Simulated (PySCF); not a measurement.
C2H10SiSn (SMILES [H][Sn]([CH3])([CH3])[SiH3])

```xyz
14

Sn    0.0662    0.1093    0.6115
H     0.0871    0.1148    2.3348
C     2.1004    0.1216   -0.1070
H     2.6282    1.0052    0.2799
H     2.1100    0.1552   -1.2057
H     2.6315   -0.7814    0.2254
C    -0.9278    1.8937   -0.0841
H    -1.9672    1.9204    0.2719
H    -0.9277    1.9162   -1.1831
H    -0.4013    2.7837    0.2897
Si   -1.1641   -1.9942   -0.2169
H    -0.5313   -3.2350    0.3313
H    -1.1239   -2.0754   -1.7115
H    -2.5996   -1.9778    0.2069
```

Geometry: PBE0-D3(BJ)/def2-SVP; core potentials replace the inner electrons of Sn.

Method: CAM-B3LYP/def2-SVPD, SCF density, gas phase, scalar-relativistic core potentials on the heavy atoms (PySCF 2.14.0).

Predict the electron density and electron localisation function between the atoms.

Answer. C–Sn (2.16 Å): ρ is about 0.67 e/Å³ halfway; the ELF peaks at about 0.90 in the valence shell of C, 0.7 Å from its nucleus, and drops to about 0.20 between the two atoms.
Si–Sn (2.57 Å): ρ is about 0.51 e/Å³ halfway; the ELF peaks at about 0.95 between the atoms, as expected for localised, covalent bonding.
C–H (1.10 Å): ρ is about 1.9 e/Å³ halfway; the ELF climbs to about 1 towards the hydrogen, as it does in any bond to H; an ordinary covalent bond to hydrogen.
Si–H (1.50 Å): ρ at the midpoint is about 0.75 e/Å³; the ELF climbs to about 1 towards the hydrogen.

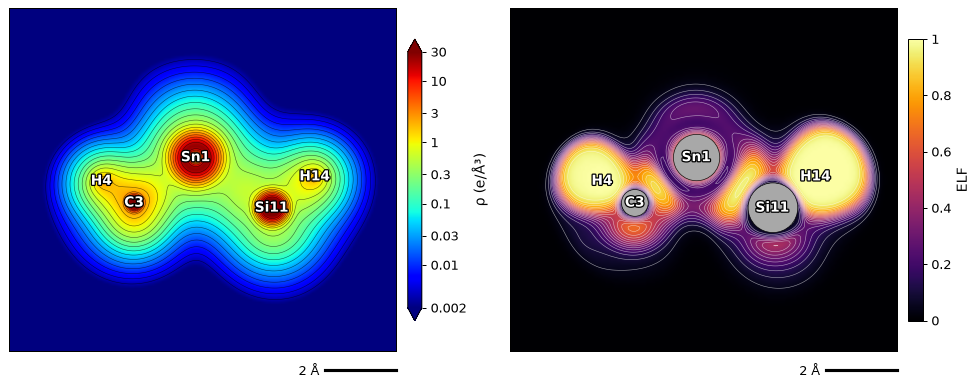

Computed electron density and electron localisation function on the plane of atoms C3, Sn1 and Si11, in this order. Grey discs cover the atomic cores in the ELF map. 
